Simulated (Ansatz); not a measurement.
# What Mg3SiO (built on the sites of a database entry of Ca3SnO) distorts into

Which phase does Mg3SiO (built on the sites of a database entry of Ca3SnO) fall into along its unstable mode, and how much energy does it gain?

Main program and level: Ansatz 0.2.0; DFT PBE, scalar-relativistic, plane waves, norm-conserving pseudopotentials.

The structure was built from a prototype and need not be the compound's stable phase.

### Step 1. The structure

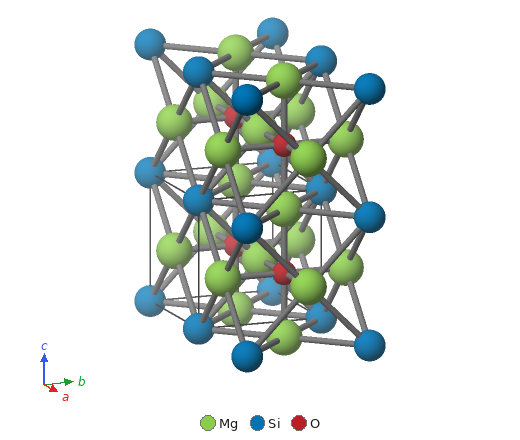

The cell as given, slightly off an axis (magnesium green, silicon blue, oxygen red). 2×1×2 cells are drawn. Some periodic images of atoms are drawn too.

### Step 2. Response at finite wavevector

The cell comes from relaxations at this level that are not shown. Stability and thermal properties need the whole zone. Linear response on a 4×4×4 q mesh gives force constants as far as a supercell of that size would.

Input file input.yaml:

```yaml
crystal:
  lattice:
    - [4.2216622333, 0.0, 0.0]
    - [0.0, 4.2216622333, 0.0]
    - [0.0, 0.0, 4.2216622333]
  atoms:
    - { symbol: Mg, position: [0.0, 0.5, 0.5] }
    - { symbol: Mg, position: [0.5, 0.0, 0.5] }
    - { symbol: Mg, position: [0.5, 0.5, 0.0] }
    - { symbol: Si, position: [0.0, 0.0, 0.0] }
    - { symbol: O, position: [0.5, 0.5, 0.5] }
kpoints:
  mp_grid: { grid: [8, 8, 8] }
hamiltonian:
  xc: pbe
  pseudopotentials: { kind: nc }
scf:
  occupations: { method: methfessel_paxton, width: 0.2 }
output:
  eigenvalues: true
phonons:
  method: dfpt
  qmesh: [4, 4, 4]
  temperatures: { t_max: 1000, t_step: 50 }
  qpath:
    path:
      - [[0.0, 0.0, 0.0], [0.0, 0.5, 0.0], [0.5, 0.5, 0.0], [0.0, 0.0, 0.0], [0.5, 0.5, 0.5], [0.0, 0.5, 0.0]]
      - [[0.5, 0.5, 0.5], [0.5, 0.5, 0.0]]
    npoints: 10
```

Launch:

```bash
> ansatz run input.yaml --threads 8 --pin off --max-ram 14336MiB --backend cpu --events-out ev --progress --plain --runs-dir out
```

Numbers of over 12 decimals in the logs are rounded to 6 here.

The log of the run:

```text
Engine: ansatz 0.2.0, x86_64-unknown-linux-gnu
Pseudopotentials: kind: nc
Pseudopotential: Mg, nc, valence charge 10, recommended cutoff 1142.878222 eV (normal), Mg.nc.azcp
Pseudopotential: Si, nc, valence charge 4, recommended cutoff 489.804952 eV (normal), Si.nc.azcp
Pseudopotential: O, nc, valence charge 6, recommended cutoff 1240 eV (normal), O.nc.azcp
Functional definition: PBE
  parameter kappa = 0.804
  parameter beta = 0.066725
  exchange = pbe_x(kappa = kappa, mu = beta*pi^2/3)
  correlation = pbe_c(beta = beta)
Crystal: 5 atoms, lattice volume = 75.240 Å³
Basis set: ecut = 1240 eV, 7441 PW (Γ), exchange–correlation on 100×100×100 points (8 copies of the dense FFT grid, shifted against one another)
Bands: 25, of which v1, the nominal top of the filled ones, is band 20 counted from 1 (19 counted from 0)
Symmetry: 48 space group operations
k-points: 35 of 512
Non-local potential: Mg, projectors of the file, l = 0: 2, l = 1: 2
Non-local potential: Si, projectors of the file, l = 0: 2, l = 1: 2, l = 2: 2
Non-local potential: O, projectors of the file, l = 0: 2, l = 1: 2, l = 2: 1
Initial density: superposition of atomic densities (chi_scale 0.1, normalization cell, long waves kept (reshape's long-wave potential 0.01 eV rms))
Initial wavefunctions: pseudopotential atomic-orbital guess
Functional: x = pbe(κ = 0.804, μ = 0.219515), c = pbe(β = 0.066725)
SCF iter   1: F=—  HF=-5432.413663 eV  |F-HF|=—  |Δ(HF+E_count)|=         —  Δρ=9.41e-2  dr2=7.91e0  ethr=3.10e-3  ⟨swp⟩=6.2  Hψ=4126  notcnv=0
preconditioner: auto → Resta (q_TF=auto, 2.456 Å⁻¹)  ε∞=4.5  [insulator: Δε(μ)=0.411 eV  Ē_g=9.169 eV  σ=0.200 eV  W_gap=0.75  n_scr=18 (ndim 8)  ℏωp=17.1 eV  f_vac=0.000  D(μ)=0.13/eV (n_scr^D=0)  ε∞_Penn≈4.5]
SCF iter   2: F=—  HF=-5430.884192 eV  |F-HF|=—  |Δ(HF+E_count)|=    1.53e0  S|Δr|=    0.00e0  Δρ=4.09e-2  dr2=9.88e-1  ethr=3.10e-3  ⟨swp⟩=3.7  Hψ=1744  notcnv=0  defer=31
preconditioner: auto → Kerker (q_TF=auto, 2.456 Å⁻¹)  [metal: Δε(μ)=0.078 eV  Ē_g=8.235 eV  σ=0.200 eV  W_gap=0.32  n_scr=18 (ndim 8)  ℏωp=16.0 eV  f_vac=0.000  D(μ)=0.31/eV (n_scr^D=0)]
SCF iter   3: F=—  HF=-5430.708336 eV  |F-HF|=—  |Δ(HF+E_count)|=   1.76e-1  S|Δr|=    0.00e0  Δρ=1.67e-2  dr2=3.48e-1  ethr=2.47e-3  ⟨swp⟩=2.2  Hψ=1453  notcnv=0  defer=25
SCF iter   4: F=—  HF=-5430.646323 eV  |F-HF|=—  |Δ(HF+E_count)|=   6.20e-2  S|Δr|=    0.00e0  Δρ=7.11e-3  dr2=6.88e-2  ethr=8.69e-4  ⟨swp⟩=2.0  Hψ=955  notcnv=0  defer=25
SCF iter   5: F=—  HF=-5430.629577 eV  |F-HF|=—  |Δ(HF+E_count)|=   1.67e-2  S|Δr|=    0.00e0  Δρ=1.61e-3  dr2=4.59e-3  ethr=1.72e-4  ⟨swp⟩=1.5  Hψ=1166  notcnv=0  defer=23
SCF iter   6: F=—  HF=-5430.628326 eV  |F-HF|=—  |Δ(HF+E_count)|=   1.25e-3  S|Δr|=    0.00e0  Δρ=2.33e-4  dr2=4.89e-5  ethr=1.15e-5  ⟨swp⟩=2.0  Hψ=1064  notcnv=0  defer=23
SCF iter   7: F=—  HF=-5430.628318 eV  |F-HF|=—  |Δ(HF+E_count)|=   8.55e-6  S|Δr|=    0.00e0  Δρ=8.16e-5  dr2=3.12e-6  ethr=1.22e-7  ⟨swp⟩=2.9  Hψ=1530  notcnv=0  defer=23
SCF iter   8: F=—  HF=-5430.627794 eV  |F-HF|=—  |Δ(HF+E_count)|=   5.24e-4  S|Δr|=    0.00e0  Δρ=1.65e-5  dr2=1.46e-7  ethr=7.79e-9  ⟨swp⟩=2.0  Hψ=1126  notcnv=0  defer=23
SCF iter   9: F=—  HF=-5430.627794 eV  |F-HF|=—  |Δ(HF+E_count)|=   1.71e-8  S|Δr|=    0.00e0  Δρ=2.84e-6  dr2=5.66e-9  ethr=3.64e-10  ⟨swp⟩=2.9  Hψ=1686  notcnv=0  defer=23
SCF iter  10: F=—  HF=-5430.627794 eV  |F-HF|=—  |Δ(HF+E_count)|=  5.03e-10  S|Δr|=    0.00e0  Δρ=3.61e-7  dr2=4.40e-11  ethr=1.42e-11  ⟨swp⟩=2.0  Hψ=1028  notcnv=0  defer=23
SCF iter  11: F=-5430.627794 eV  HF=-5430.627794 eV  |F-HF|=3.64e-12  |Δ(HF+E_count)|=  2.64e-11  S|Δr|=    0.00e0  Δρ=8.83e-8  dr2=2.10e-12  ethr=1.00e-12  ⟨swp⟩=11.5  Hψ=5211  notcnv=0
SCF 1 converged in 11 iterations: F = -5430.627794 eV  dr2 = 2.10e-12
Initial density: read from a saved state, or passed on in memory by an earlier SCF of this step, an earlier step, the calling program or the single point that the run made first
iter 1 solved again at ethr=1.84e-7 eV; its pass at ethr=3.10e-3 eV (dr2=7.38e-5 eV) is discarded
SCF iter   1: F=—  HF=-5430.628328 eV  |F-HF|=—  |Δ(HF+E_count)|=         —  Δρ=3.27e-7  dr2=3.06e-11  ethr=1.84e-7  ⟨swp⟩=3.9  Hψ=6988  notcnv=0
eigensolver tolerance schedule: the retry pair's looser diagonalisation over-reported the residual by 2408701.44 of it (diagonalisation noise at an unbounded share of the residual, at the tolerance the schedule requests for it); recorded, not acted on — ethr = c·dr2/N_el stays at c = 1.0e-1
preconditioner: auto → Kerker (q_TF=auto, 2.456 Å⁻¹)  [metal: Δε(μ)=0.126 eV  Ē_g=8.124 eV  σ=0.200 eV  W_gap=0.43  n_scr=18 (ndim 8)  ℏωp=16.0 eV  f_vac=0.000  D(μ)=0.38/eV (n_scr^D=0)]
SCF iter   2: F=—  HF=-5430.627794 eV  |F-HF|=—  |Δ(HF+E_count)|=   5.34e-4  S|Δr|=    0.00e0  Δρ=1.79e-7  dr2=6.48e-12  ethr=1.00e-12  ⟨swp⟩=4.6  Hψ=4740  notcnv=0
SCF iter   3: F=-5430.627794 eV  HF=-5430.627794 eV  |F-HF|=2.73e-12  |Δ(HF+E_count)|=  2.73e-12  S|Δr|=    0.00e0  Δρ=1.06e-7  dr2=2.17e-12  ethr=1.00e-12  ⟨swp⟩=1.0  Hψ=1891  notcnv=0
SCF 2 converged in 3 iterations: F = -5430.627794 eV  dr2 = 2.17e-12
phonons: the bands overlap, so this run is a metal and interpolates without the dipole-dipole term. If the crystal is really an insulator or semiconductor, its LO-TO splitting is missing
NSCF: frozen V_eff on 35 k-points
NSCF: frozen V_eff on 125 k-points
DFPT response loops at q = (0, 0, 0) (fractional): preconditioner auto → Kerker (q_TF=auto, 2.456 Å⁻¹) (partly filled bands, converged f_vac=0.000); β = 1.00, the filter's whole step (`scf.mixing.beta` (0.50) is not read by the response loops under this deck's `scf.mixing.preconditioner`; to damp them name `kerker` or `kerker_dos`, under which they read `scf.mixing.beta`, and type it under 1.00, their step now; both keys bind the ground state too); Broyden in place of MSR1
NSCF: frozen V_eff on 400 k-points
DFPT response loops at q = (0, 0, 0.25) (fractional): mixed as the last ones told, above
NSCF: frozen V_eff on 250 k-points
DFPT response loops at q = (0, 0, -0.5) (fractional): mixed as the last ones told, above
NSCF: frozen V_eff on 640 k-points
DFPT response loops at q = (0, 0.25, 0.25) (fractional): mixed as the last ones told, above
NSCF: frozen V_eff on 400 k-points
DFPT response loops at q = (0, 0.25, -0.5) (fractional): mixed as the last ones told, above
NSCF: frozen V_eff on 250 k-points
DFPT response loops at q = (0, -0.5, -0.5) (fractional): mixed as the last ones told, above
NSCF: frozen V_eff on 1024 k-points
DFPT response loops at q = (0.25, 0.25, 0.25) (fractional): mixed as the last ones told, above
NSCF: frozen V_eff on 640 k-points
DFPT response loops at q = (0.25, 0.25, -0.5) (fractional): mixed as the last ones told, above
NSCF: frozen V_eff on 400 k-points
DFPT response loops at q = (0.25, -0.5, -0.5) (fractional): mixed as the last ones told, above
NSCF: frozen V_eff on 250 k-points
DFPT response loops at q = (-0.5, -0.5, -0.5) (fractional): mixed as the last ones told, above
SCF converged after 11 iterations
Stability not checked: this state was not tested for a lower state beside it, because cold or Methfessel-Paxton smearing, or corrected tetrahedra, fill the levels in a way that the test cannot read (fill_not_monotonic; see scf.lower_state_search)
Free energy (F): -5430.627794 eV
Harris-Foulkes:  -5430.627794 eV  (|F-HF|=3.64e-12)
Internal energy: -5430.628513 eV  (E = F + TS)
E sigma→0 (E₀):  -5430.627974 eV
Entropy (-TS):   0.000719 eV (0.144 meV/atom)
Fermi energy:    8.552317 eV
--- Per-component energies (eV) ---
  E_band       = -1003.595665
  E_kinetic    = 3135.552808
  E_local      = -5445.043450  (includes V_loc(G=0)·N_el)
  E_nonlocal   = -1601.487401
  E_hartree    = 1963.388237
  E_xc         = -820.706852
  E_vxc        = -1019.394118  (∫ρ·V_xc dr)
  E_ewald      = -2662.331855
  E_smearing   = 0.000719  (= −TS)
  E_closure    = 0.000000  (closes the sum)
  Σ components = -5430.627794   (vs F -5430.627794, Δ=0.00e0)
--- Band table (eV; the first three rows and the last of 35) ---
  k-point 0: bands = [... 16 lower, 2.3703, 8.0611, 8.0611, 8.0611, 9.1406, 9.1406, 10.1959, 14.2590, ... 1 higher]
  k-point 1: bands = [... 16 lower, 2.3907, 6.9780, 8.0365, 8.0365, 9.2523, 9.7728, 11.0640, 13.7415, ... 1 higher]
  k-point 2: bands = [... 16 lower, 2.4688, 5.6194, 7.9704, 7.9704, 9.5681, 10.4112, 12.9645, 13.0358, ... 1 higher]
  k-point 34: bands = [... 16 lower, 2.0872, 5.1209, 5.1209, 5.1209, 10.2159, 10.2159, 10.2159, 13.0193, ... 1 higher]
--- Phonons (Γ-DFPT): 4 representative perturbations + reference (Σ response iterations 11) ---
  ASR residual: 1.650e-2 → 0.000e0 eV/Å²; symmetrization residual: 1.163e-5 eV/Å²
  ASR residual per site (eV/Å²): 1.65e-2 1.65e-2 1.65e-2 7.52e-5 1.47e-4
  Γ frequencies (cm⁻¹): 0.00 0.00 0.00 162.01 162.01 162.01 189.75 189.75 189.75 297.48 297.48 297.48 421.78 421.78 421.78
--- Phonons (arbitrary-q DFPT): 10 irreducible q on the 4×4×4 mesh ---
  q = [0.0000, 0.0000, 0.0000] (star 1, of the zone-centre solve; hermiticity 2.39e-6, symmetrization 1.58e-14): -0.00 0.00 0.00 162.01 162.01 162.01 189.75 189.75 189.75 297.48 297.48 297.48 421.78 421.78 421.78
  q = [0.0000, 0.0000, 0.2500] (star 6, 9 solved perturbations in 1560 linear systems a pass and spin channel, the states on 200 of 512 k-point pairs; hermiticity 6.08e-7, symmetrization 2.13e-13, the responses' own estimated error 7.7e-5 eV/Å²): 86.87 86.87 140.16 167.80 168.37 168.37 186.71 186.71 261.73 300.32 300.32 336.06 420.76 420.76 445.29
  q = [0.0000, 0.0000, -0.5000] (star 3, 9 solved perturbations in 975 linear systems a pass and spin channel, the states on 125 of 512 k-point pairs; hermiticity 5.31e-7, symmetrization 9.48e-13, the responses' own estimated error 7.3e-5 eV/Å²): 126.26 126.26 171.25 171.25 174.42 181.65 181.65 229.85 244.18 307.61 307.61 358.37 420.58 420.58 457.33
  q = [0.0000, 0.2500, 0.2500] (star 12, 9 solved perturbations in 2460 linear systems a pass and spin channel, the states on 320 of 512 k-point pairs; hermiticity 4.84e-7, symmetrization 1.70e-13, the responses' own estimated error 8.2e-5 eV/Å²): 89.51 112.64 141.42 165.62 176.16 178.14 193.15 218.41 260.24 286.34 293.80 368.51 394.91 417.16 446.05
  q = [0.0000, 0.2500, -0.5000] (star 12, 15 solved perturbations on 200 of 512 k-point pairs; hermiticity 5.47e-7, symmetrization 2.41e-13, the responses' own estimated error 8.0e-5 eV/Å²): 81.81 147.14 148.78 158.02 180.95 181.27 194.89 224.89 275.58 279.34 289.95 373.88 412.28 414.53 423.07
  q = [0.0000, -0.5000, -0.5000] (star 3, 9 solved perturbations in 975 linear systems a pass and spin channel, the states on 125 of 512 k-point pairs; hermiticity 6.34e-7, symmetrization 6.01e-13, the responses' own estimated error 8.5e-5 eV/Å²): -58.90 70.12 171.32 171.32 191.00 191.00 194.87 194.87 219.12 273.85 332.34 368.60 368.60 409.74 441.26
  q = [0.2500, 0.2500, 0.2500] (star 8, 4 solved perturbations in 1376 linear systems a pass and spin channel, the states on 512 of 512 k-point pairs; hermiticity 4.28e-7, symmetrization 3.09e-13, the responses' own estimated error 8.1e-5 eV/Å²): 94.25 94.25 108.94 195.33 195.33 211.09 216.37 216.37 234.74 290.20 290.20 360.03 396.13 396.13 450.08
  q = [0.2500, 0.2500, -0.5000] (star 12, 9 solved perturbations in 2460 linear systems a pass and spin channel, the states on 320 of 512 k-point pairs; hermiticity 4.82e-7, symmetrization 4.80e-13, the responses' own estimated error 8.2e-5 eV/Å²): 77.06 92.81 103.27 176.36 189.98 209.29 225.60 235.86 271.53 279.78 285.91 346.87 383.52 399.49 455.20
  q = [0.2500, -0.5000, -0.5000] (star 6, 9 solved perturbations in 1560 linear systems a pass and spin channel, the states on 200 of 512 k-point pairs; hermiticity 6.30e-7, symmetrization 4.37e-13, the responses' own estimated error 8.6e-5 eV/Å²): -54.46 87.94 87.94 186.00 205.98 205.98 238.35 238.35 261.91 274.32 282.66 365.89 372.76 372.76 470.62
  q = [-0.5000, -0.5000, -0.5000] (star 1, 4 solved perturbations in 350 linear systems a pass and spin channel, the states on 125 of 512 k-point pairs; hermiticity 7.62e-7, symmetrization 5.10e-13, the responses' own estimated error 7.5e-5 eV/Å²): -52.41 -52.41 -52.41 219.65 219.65 219.65 254.76 254.76 254.76 274.85 274.85 380.30 380.30 380.30 460.50
  sum rule: each row above includes the acoustic sum rule's correction from the zone centre's row sums; it moved no ω² by more than (13.59 cm⁻¹)²
  mesh force constants: q→R imaginary residual 1.05e-18; ASR residual 1.650e-2 → 0.000e0 eV/Å²; symmetrization residual 5.329e-15 eV/Å²
  interpolated dispersion: 62 rows × 15 modes
  density of states and harmonic sums: on the 16×16×16 q-mesh, interpolated from the force constants of a 4×4×4 supercell (no non-analytic term)
  largest difference from the sums on the solved wave vectors: F 2.41e-2 eV, S 2.83e-5 and C_V 5.60e-6 eV/K
  zero-point energy: 0.230667 eV/cell   skipped modes (ω ≤ 0): 49, of them read as no rigid motion or as one in doubt: 46 (1.846e-1 modes/cell left out, lowest -58.90 cm⁻¹)   left out of the sums: 1.24e-2 of the cell's modes: C_V's classical limit lies that fraction below 3 k_B per atom; for a crystal, a wire or a layer, F and S can be off by more, and a phonons.interpolated_qmesh denser along its periods is the remedy for the sampling
```

Elapsed: 12 min, on 8 threads of AMD EPYC 9R14 (Zen 4), shared host; peak memory 7.5 GiB; 1.5 h of CPU time.

Numbers from this step:

```
volume per atom                                         : 15.05 Å³
gap on the k-mesh                                       : 0 eV
sum-rule residual before enforcement                    : 0.01650 eV/Å²
lowest frequency on the path                            : -58.90 cm⁻¹
point group                                             : m-3m
highest frequency on the path or at a solved wavevector : 471 cm⁻¹
highest optical mode at the zone centre (no LO-TO term) : 421.8 cm⁻¹
lowest optical zone-centre mode                         : 162.0 cm⁻¹
lowest mode on the q mesh (acoustic modes at Γ apart)   : -58.9 cm⁻¹
```

Frequencies (cm⁻¹) solved at each irreducible wavevector; negative means imaginary. Frequencies by wavevector, by row:

| q in reciprocal lattice units | star | mode 1 | mode 2 | mode 3 | mode 4 | mode 13 | mode 14 | mode 15 |
| --- | --- | --- | --- | --- | --- | --- | --- | --- |
| 0 0 0 | 1 | 0 | 0 | 0 | 162 | 421.8 | 421.8 | 421.8 |
| 0 0 0.25 | 6 | 86.9 | 86.9 | 140.2 | 167.8 | 420.8 | 420.8 | 445.3 |
| 0 0 -0.5 | 3 | 126.3 | 126.3 | 171.2 | 171.2 | 420.6 | 420.6 | 457.3 |
| 0 0.25 0.25 | 12 | 89.5 | 112.6 | 141.4 | 165.6 | 394.9 | 417.2 | 446.1 |
| 0 0.25 -0.5 | 12 | 81.8 | 147.1 | 148.8 | 158 | 412.3 | 414.5 | 423.1 |
| 0 -0.5 -0.5 | 3 | -58.9 | 70.1 | 171.3 | 171.3 | 368.6 | 409.7 | 441.3 |
| 0.25 0.25 0.25 | 8 | 94.2 | 94.2 | 108.9 | 195.3 | 396.1 | 396.1 | 450.1 |
| 0.25 0.25 -0.5 | 12 | 77.1 | 92.8 | 103.3 | 176.4 | 383.5 | 399.5 | 455.2 |
| 0.25 -0.5 -0.5 | 6 | -54.5 | 87.9 | 87.9 | 186 | 372.8 | 372.8 | 470.6 |
| -0.5 -0.5 -0.5 | 1 | -52.4 | -52.4 | -52.4 | 219.7 | 380.3 | 380.3 | 460.5 |

Interpolated from a 4×4×4 q mesh. Phonon branches along the path, in cm⁻¹:

| point | branch 1 | branch 2 | branch 3 | branch 4 | branch 12 | branch 13 | branch 14 | branch 15 |
| --- | --- | --- | --- | --- | --- | --- | --- | --- |
| Γ | 0 | 0 | 0 | 162 | 298 | 422 | 422 | 422 |
| X | 126 | 126 | 171 | 171 | 358 | 421 | 421 | 457 |
| M | -59 | 70 | 171 | 171 | 369 | 369 | 410 | 441 |
| Γ | 0 | 0 | 0 | 162 | 298 | 422 | 422 | 422 |
| R | -52 | -52 | -52 | 220 | 380 | 380 | 380 | 460 |
| X | 126 | 126 | 171 | 171 | 358 | 421 | 421 | 457 |
| jump to R | -52 | -52 | -52 | 220 | 380 | 380 | 380 | 460 |
| M | -59 | 70 | 171 | 171 | 369 | 369 | 410 | 441 |

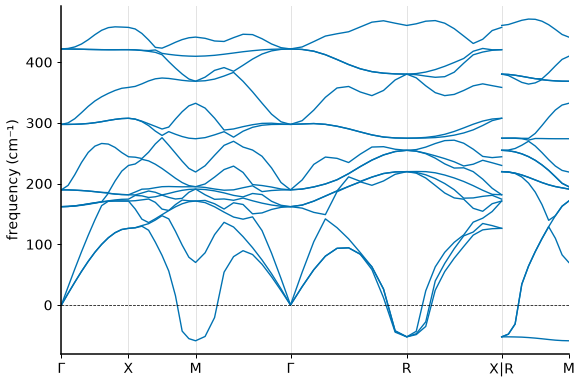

Phonon branches along the path.

Symmetry leaves 10 wavevectors to solve. The lowest mode among them, the acoustic zeros apart, lies at q = (0, -0.5, -0.5) and is imaginary, 58.9i cm⁻¹, so the energy falls along it.

### Step 3. The mode frozen in, largest atomic shift 0 Å

The mode followed lies at q = (-0.5, -0.5, -0.5) with frequency 52.4i cm⁻¹ and is 3-fold degenerate, one of the unstable modes though not the softest. At small amplitude the distorted cell has space group no. 140 by a symmetry search on the positions. The undistorted cell that holds it gives the zero of energy on the same k mesh.

System of this step: Mg3SiO (built on the sites of a database entry of Ca3SnO). The structure is cubic, space group Pm-3m (No. 221). Conventional cell: a = 4.222 Å, b = 4.222 Å, c = 4.222 Å, α = 90.00°, β = 90.00°, γ = 90.00°. Mg has 2 O at 2.11 Å and 8 Mg at 2.99 Å and 4 Si at 2.99 Å nearest. Nearest to Si lie 12 Mg at 2.99 Å. Nearest to O lie 6 Mg at 2.11 Å. Farther neighbours and most contacts between anions are not listed.

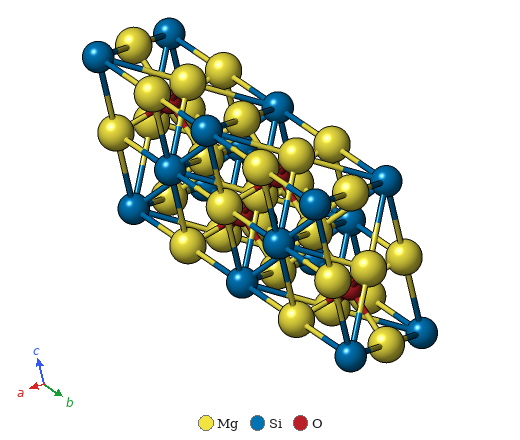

The cell of this step (magnesium yellow, silicon blue, oxygen red). 1×2×1 cells are drawn. Some periodic images of atoms are drawn too.

Input file input.yaml:

```yaml
crystal:
  lattice:
    - [4.2216622333, 4.2216622333, 0.0]
    - [4.2216622333, 0.0, 4.2216622333]
    - [4.2216622333, 0.0, -4.2216622333]
  atoms:
    - { symbol: Mg, position: [0.5, 0.0, 0.5] }
    - { symbol: Mg, position: [0.5, 0.5, 0.0] }
    - { symbol: Mg, position: [0.0, 0.5, 0.0] }
    - { symbol: Mg, position: [0.0, 0.0, 0.5] }
    - { symbol: Mg, position: [0.5, 0.5, 0.5] }
    - { symbol: Mg, position: [0.5, 0.0, 0.0] }
    - { symbol: Si, position: [0.0, 0.5, 0.5] }
    - { symbol: Si, position: [0.0, 0.0, 0.0] }
    - { symbol: O, position: [0.5, 0.25, 0.75] }
    - { symbol: O, position: [0.5, 0.75, 0.25] }
kpoints:
  mp_grid: { grid: [8, 8, 8] }
hamiltonian:
  xc: pbe
  pseudopotentials: { kind: nc }
scf:
  occupations: { method: methfessel_paxton, width: 0.2 }
output:
  forces: true
  stress: true
  eigenvalues: true
```

The log of the run:

```text
[...]
Crystal: 10 atoms, lattice volume = 150.481 Å³
Basis set: ecut = 1240 eV, 15009 PW (Γ), exchange–correlation on 144×144×144 points (8 copies of the dense FFT grid, shifted against one another)
Bands: 50, of which v1, the nominal top of the filled ones, is band 40 counted from 1 (39 counted from 0)
Symmetry: 96 space group operations
[...]
k-points: 29 of 512
[...]
k-point 0: bands = [... 36 lower, 5.1194, 8.0589, 8.0589, 8.0589, 9.1403, 9.1403, 10.1936, 10.2157, ... 6 higher]
  k-point 1: bands = [... 36 lower, 5.4252, 7.5877, 7.7026, 7.7026, 9.6629, 9.6629, 9.9498, 10.2706, ... 6 higher]
  k-point 2: bands = [... 36 lower, 5.9626, 6.8045, 7.1791, 7.1791, 9.6636, 10.4462, 10.4462, 10.6607, ... 6 higher]
  k-point 28: bands = [... 36 lower, 6.4943, 6.4943, 8.2078, 8.2078, 9.8440, 9.8440, 10.9339, 10.9339, ... 6 higher]
[key lines of the parts left out:]
SCF converged after 9 iterations
Free energy (F): -10861.262202 eV
Fermi energy:    8.457093 eV
P = ⅓ Tr σ = 0.0119 GPa (0.119 kbar)
```

The job ended after 3.7 s (8 threads; peak memory 1.9 GiB; 27 s of CPU time).

Numbers from this step:

```yaml
pressure: 0.01190 GPa
energy_from_the_undistorted_cell: 0 meV/atom
```

The run ends at a pressure of 0.01 GPa.

(Continued in part 2 of 2.)

[Logs are printed without paths, hosts, clocks, repeated set-up lines and the standing remarks that a program may print on its own settings, such as how far it seeks lower states.]

[Hosts, paths, dates, database ids (printed as entryN), source tags and the programs' standing remarks are cut or masked in the printed files.]
